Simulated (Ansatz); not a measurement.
The calculation's input:

```
basis:
  gaussian: {orbitals: def2-TZVPD}
crystal:
  periodic: [false, false, false]
  atoms:
    - symbol: Al
      position_ang: [1.678716, 0.143958, -0.027706]
    - symbol: O
      position_ang: [1.744379, 0.721098, -1.618687]
    - symbol: O
      position_ang: [2.888029, 0.585335, 1.069849]
    - symbol: O
      position_ang: [0.430311, -0.867294, 0.493681]
    - symbol: Si
      position_ang: [-0.537769, -1.825084, 1.416269]
    - symbol: H
      position_ang: [1.101919, 0.518760, -2.299737]
    - symbol: H
      position_ang: [3.623808, 1.154415, 0.839757]
    - symbol: H
      position_ang: [-1.141740, -1.043033, 2.538395]
    - symbol: H
      position_ang: [-1.643575, -2.379221, 0.576959]
    - symbol: H
      position_ang: [0.237225, -2.966850, 1.991928]
hamiltonian: {xc: {name: PBE0}}
output: {forces: true, orbitals: {seedname: orbitals}}
```

Run with:

```sh
ansatz run input.yaml --threads 2 --pin off --max-ram 5220MiB --events-out events.jsonl --progress --plain --runs-dir runs
```

Geometry: PBE0-D4/def2-SVP.

Level of theory: isolated molecule in a Gaussian basis; Kohn-Sham density functional theory, functional PBE0 (Ansatz 0.2.0).

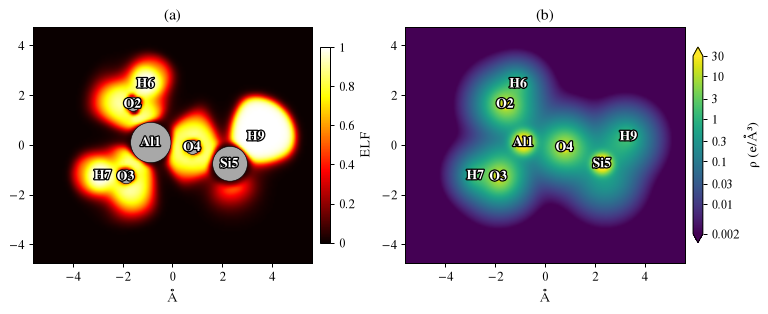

AlH5O3Si (SMILES [OH][Al]([OH])[O][SiH3]). (a) ELF; (b) electron density on the plane of atoms O2, Al1 and O3. Grey discs cover the atomic cores in the ELF map.

Question: Interpret the plot.

Answer: The section cuts through Al, O, Si and H sites. Si–O (1.64 Å): ρ is about 1.1 e/Å³ halfway; the ELF peaks at about 0.85 between the atoms: a shared but strongly polarised pair. Al–O (1.69 Å): ρ at the midpoint is about 0.89 e/Å³; the ELF peaks at about 0.85 in the valence shell of O, 0.6 Å from its nucleus, and is about 0.45 at the midpoint. O–H (0.96 Å): the density is about 3.7 e/Å³ at the midpoint; the ELF climbs to about 1 towards the hydrogen, as it does in any bond to H; a covalent bond by its length. Si–H (1.49 Å): ρ at the midpoint is about 0.8 e/Å³; the ELF climbs to about 1 towards the hydrogen. The ELF also peaks beside O3, O4 and O2, away from the bonds: lone-pair regions.
